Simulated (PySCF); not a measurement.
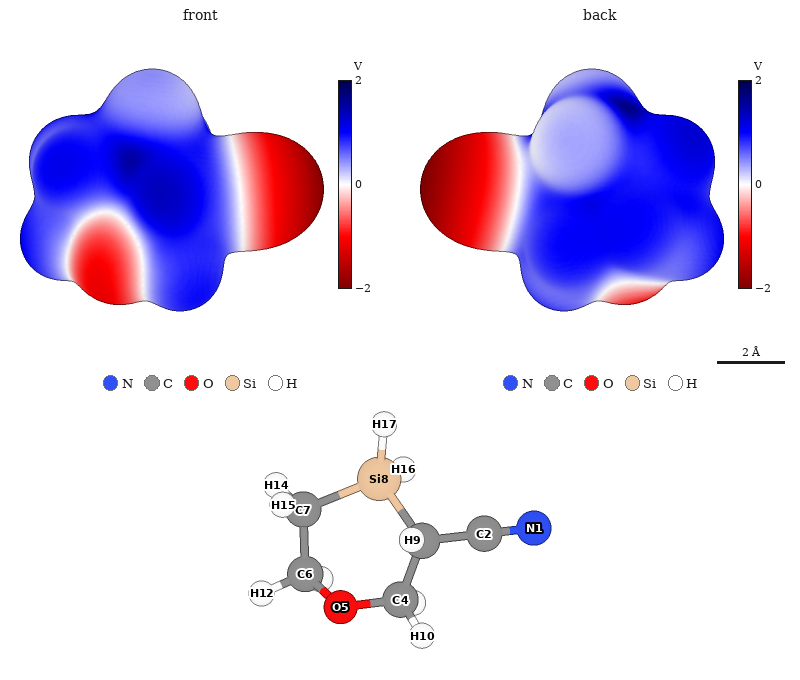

C₅H₉NOSi. The electrostatic potential painted on the density surface at 0.002 e/bohr³, seen from the front and from behind; red is negative and blue positive. The bare structure is drawn below in the same view.

Geometry: PBE0-D3(BJ)/def2-SVP.

The calculation used wB97X-D/def2-SVPD, SCF density, gas phase in PySCF 2.14.0.

```xyz
17

N     3.5350    0.8170   -0.8387
C     2.5333    0.5856   -0.3040
C     1.2651    0.2821    0.3237
C     0.8616   -1.1999    0.1267
O    -0.3533   -1.5046    0.7384
C    -1.4982   -1.0163    0.0836
C    -1.6858    0.4921    0.2528
Si   -0.1440    1.4030   -0.3306
H     1.3563    0.4703    1.4079
H     1.6217   -1.8515    0.5830
H     0.8339   -1.4312   -0.9578
H    -2.3499   -1.5623    0.5171
H    -1.4574   -1.2780   -0.9940
H    -2.5760    0.8311   -0.3018
H    -1.8597    0.7225    1.3172
H    -0.0630    1.4294   -1.8218
H    -0.0184    2.7844    0.2165
```

Q: Where is the surface potential most negative and most positive?

A: The most negative region (about −1.9 V, or −44 kcal/mol for a unit charge) lies over N1, the most positive (about +1.5 V, or +35 kcal/mol for a unit charge) over Si8. N1 is the likeliest acceptor of a hydrogen bond.
